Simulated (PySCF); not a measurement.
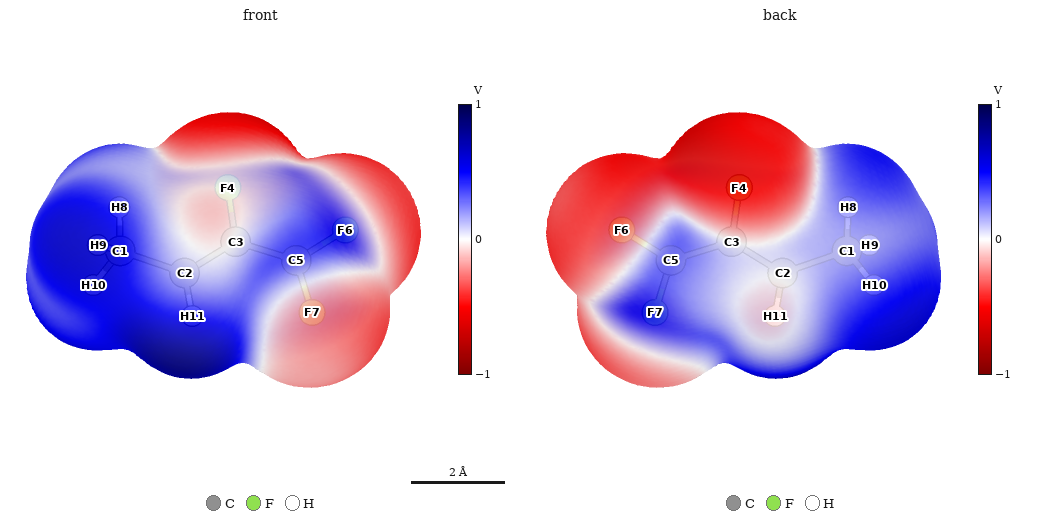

*C4H4F3 (SMILES C[CH]C(F)=C(F)F) (doublet). The molecular electrostatic potential painted on the density surface at 0.001 e/bohr³, seen from the front and from behind; red is negative and blue positive.*

Geometry: GFN2-xTB.

Computed with UKS B3LYP, pcH-1 on C F H, non-relativistic, mean-field spin-orbit, GIAO (PySCF 2.14.0, density-fitted response routines).

```xyz
11

C    -1.7165   -0.4391   -0.0912
C    -0.2563   -0.5164    0.1301
C     0.6043    0.5318   -0.0931
F     0.1110    1.7090   -0.5401
C     1.9694    0.5084    0.0972
F     2.7943    1.5224   -0.1176
F     2.6170   -0.5687    0.5353
H    -2.0082    0.5453   -0.4460
H    -2.2506   -0.6590    0.8348
H    -2.0267   -1.1897   -0.8205
H     0.1676   -1.4414    0.4850
```

> Where is the surface potential most negative and most positive?

The most negative region (about −0.6 V, or −14 kcal/mol for a unit charge) lies over F4, the most positive (about +0.9 V, or +21 kcal/mol for a unit charge) over H11.
